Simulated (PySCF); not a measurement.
# The bond of BF, level by level, part 2 of 2

PySCF 2.14.0; B def2-TZVPPD, F def2-TZVPPD; no relativity. The steps go on from the part before.

### 15 Correlated methods on the Hartree–Fock reference

Reference: RHF; core orbitals frozen: 2; virtual orbitals above 20 hartree dropped in coupled cluster: 1. MP2 keeps all virtuals, so it differs from the MP2 energy in the coupled-cluster log.

Log of the coupled-cluster run at 1.265 Å:

```text
******** <class 'pyscf.cc.ccsd.CCSD'> ********
CC2 = 0
CCSD nocc = 5, nmo = 74
frozen orbitals [0, 1, 76]
max_cycle = 80
direct = 0
conv_tol = 1e-07
conv_tol_normt = 1e-05
diis_space = 8
diis_start_cycle = 0
diis_start_energy_diff = 1e+09
max_memory 2800 MB (current use 549 MB)
Init t2, MP2 energy = -124.48352325374  E_corr(MP2) -0.32115422337018
Init E_corr(CCSD) = -0.321154223370218
cycle = 1  E_corr(CCSD) = -0.321382008187401  dE = -0.000227784817  norm(t1,t2) = 0.0586283
cycle = 2  E_corr(CCSD) = -0.331398565983597  dE = -0.0100165578  norm(t1,t2) = 0.0238423
cycle = 3  E_corr(CCSD) = -0.331803626619257  dE = -0.000405060636  norm(t1,t2) = 0.0135026
cycle = 4  E_corr(CCSD) = -0.334099007518629  dE = -0.0022953809  norm(t1,t2) = 0.00652711
cycle = 5  E_corr(CCSD) = -0.334093397803051  dE = 5.60971558e-06  norm(t1,t2) = 0.000824558
cycle = 6  E_corr(CCSD) = -0.334032893675005  dE = 6.0504128e-05  norm(t1,t2) = 0.000263595
cycle = 7  E_corr(CCSD) = -0.334031479471584  dE = 1.41420342e-06  norm(t1,t2) = 7.27218e-05
cycle = 8  E_corr(CCSD) = -0.334036740780796  dE = -5.26130921e-06  norm(t1,t2) = 2.35278e-05
cycle = 9  E_corr(CCSD) = -0.334036531342152  dE = 2.09438644e-07  norm(t1,t2) = 7.77319e-06
cycle = 10  E_corr(CCSD) = -0.334036305795138  dE = 2.25547014e-07  norm(t1,t2) = 2.47855e-06
cycle = 11  E_corr(CCSD) = -0.334036441764708  dE = -1.3596957e-07  norm(t1,t2) = 9.21008e-07
cycle = 12  E_corr(CCSD) = -0.3340364638876  dE = -2.21228925e-08  norm(t1,t2) = 2.36161e-07
CCSD converged
E(CCSD) = -124.4964054942579  E_corr = -0.3340364638876004
CCSD(T) correction = -0.0109085107632133
```

Correlation energy (eV) along the bond:

```tsv
R (Å)	MP2	SCS-MP2	CCSD	CCSD(T)	T1
1.088	-8.530	-8.415	n/a	n/a	n/a
1.139	-8.595	-8.480	-8.936	-9.208	0.014
1.189	-8.658	-8.543	-9.000	-9.282	0.015
1.227	-8.703	-8.589	-9.046	-9.335	0.015
1.265	-8.748	-8.633	-9.090	-9.386	0.016
1.303	-8.790	-8.676	-9.132	-9.436	0.017
1.354	-8.845	-8.730	-9.185	-9.499	0.018
1.417	-8.909	-8.794	-9.247	-9.573	0.019
1.493	-8.979	-8.865	-9.313	-9.654	0.021
1.594	-9.061	-8.948	n/a	n/a	n/a
```

RHF-MP2: Re = 1.271 Å, ωe = 1401 cm⁻¹, ωexe = 11.5 cm⁻¹, αe = 0.0183 cm⁻¹, Be = 1.498 cm⁻¹, De = 8.07 eV.

RHF-SCS-MP2: Re = 1.271 Å, ωe = 1401 cm⁻¹, ωexe = 11.5 cm⁻¹, αe = 0.0183 cm⁻¹, Be = 1.498 cm⁻¹, De = 7.85 eV.

RHF-CCSD: Re = 1.271 Å, ωe = 1405 cm⁻¹, ωexe = 11.3 cm⁻¹, αe = 0.0181 cm⁻¹, Be = 1.498 cm⁻¹, De = 7.53 eV.

RHF-CCSD(T): Re = 1.274 Å, ωe = 1386 cm⁻¹, ωexe = 11.4 cm⁻¹, αe = 0.0183 cm⁻¹, Be = 1.489 cm⁻¹, De = 7.69 eV.

### 16 All curves

Energy (eV) from each level's lowest point:

```tsv
R (Å)	RHF	RHF-MP2	RHF-SCS-MP2	RHF-CCSD	RHF-CCSD(T)	PBE	TPSS	r²SCAN	TPSSh	B3LYP	PBE0	BHandHLYP	M06-2X	ωB97X
1.088	1.093	1.311	1.311	n/a	n/a	1.331	1.337	1.254	1.290	1.226	1.215	1.111	1.213	1.271
1.139	0.450	0.603	0.603	0.603	0.628	0.624	0.628	0.568	0.594	0.551	0.541	0.468	0.536	0.580
1.189	0.113	0.203	0.203	0.202	0.217	0.219	0.221	0.185	0.201	0.176	0.169	0.126	0.165	0.192
1.227	0.008	0.053	0.053	0.052	0.060	0.062	0.063	0.045	0.053	0.041	0.037	0.016	0.034	0.048
1.265	0.000	0.000	0.000	0.000	0.000	0.000	0.000	0.000	0.000	0.000	0.000	0.000	0.000	0.000
1.303	0.066	0.023	0.023	0.024	0.016	0.012	0.011	0.028	0.021	0.032	0.036	0.057	0.040	0.026
1.354	0.240	0.142	0.143	0.144	0.127	0.112	0.113	0.151	0.136	0.160	0.169	0.217	0.178	0.147
1.417	0.550	0.389	0.389	0.393	0.364	0.331	0.334	0.399	0.373	0.411	0.428	0.508	0.444	0.391
1.493	1.003	0.771	0.771	0.780	0.736	0.677	0.685	0.777	0.741	0.793	0.820	0.936	0.845	0.769
1.594	1.663	1.350	1.348	n/a	n/a	1.203	1.220	1.344	1.299	1.364	1.404	1.562	1.441	1.339
```

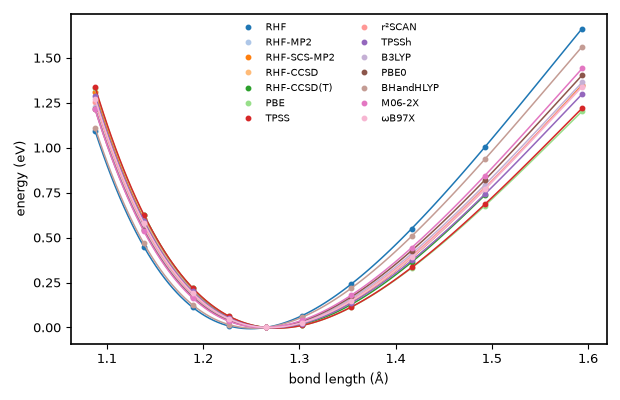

All levels on one scale; every curve starts from its own lowest point. Far from equilibrium a single determinant need not separate into the right atoms, and MP2 on it can jump.

The whole job (state search and all levels along the bond) took 2.1 min on 1 thread of Intel Xeon 6975P-C (shared host), peak memory 1.3 GiB.

### 17 Results

What follows sums up all 2 parts.

Lowest PBE0 solution found, without spin–orbit coupling: ¹Σ⁺ (singlet), closed shell. State 2 has its PBE0 minimum 3.18 eV higher. The other levels ran on the lowest alone.

```tsv
level	Re (Å)	ωe (cm⁻¹)	De (eV)	μ (D)
RHF	1.249	1493	5.94	0.95
RHF-MP2	1.271	1401	8.07	n/a
RHF-SCS-MP2	1.271	1401	7.85	n/a
RHF-CCSD	1.271	1405	7.53	n/a
RHF-CCSD(T)	1.274	1386	7.69	n/a
PBE	1.277	1350	8.07	1.01
TPSS	1.277	1355	7.74	1.02
r²SCAN	1.268	1394	7.82	1.06
TPSSh	1.272	1380	7.64	1.01
B3LYP	1.265	1400	7.79	0.96
PBE0	1.264	1412	7.76	1.00
BHandHLYP	1.253	1460	7.42	0.95
M06-2X	1.262	1428	7.96	0.87
ωB97X	1.269	1395	7.81	1.00
```

De is counted to B + F in their ground configurations. A positive dipole means B(−)F(+).

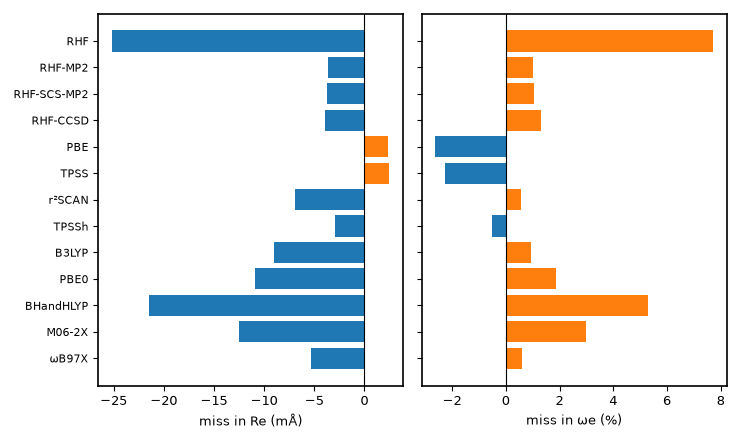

How far each level lies from CCSD(T) in the same basis.

Time per point (s) on 1 thread of Intel Xeon 6975P-C, shared host (CPU time, shared integrals of 0.12 s apart; correlated levels include their reference; CCSD comes with the CCSD(T) run); the times are rough: RHF 0.17, RHF-MP2 0.25, RHF-SCS-MP2 0.25, PBE 0.48, TPSS 0.68, r²SCAN 0.63, TPSSh 0.84, B3LYP 0.71, PBE0 1.2, BHandHLYP 0.51, M06-2X 0.8, ωB97X 0.89; the reference 2.5.

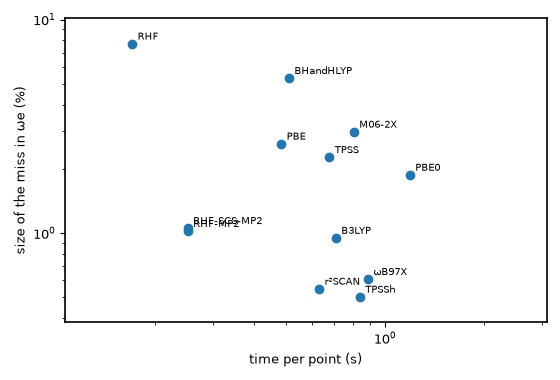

Miss in the wavenumber against time per point.

Cheap and still within 10 mÅ and 2.5 % of CCSD(T): RHF-MP2 (0.25 s), RHF-SCS-MP2 (0.25 s), against 2.5 s for the dearest run.

**Reading.** Against CCSD(T) in the same basis, the bond length is nearest at PBE and TPSS (+2 mÅ) and farthest at RHF (-25 mÅ); the wavenumber is nearest at r²SCAN and TPSSh (0.5 % off) and farthest at RHF (+7.7 %). Hartree–Fock makes the bond too short and too stiff against this reference, as it mostly does. Of the levels with a De here, RHF gives the least (5.94 eV) and PBE the most (8.07 eV).

Correlated steps freeze 2 core orbitals.
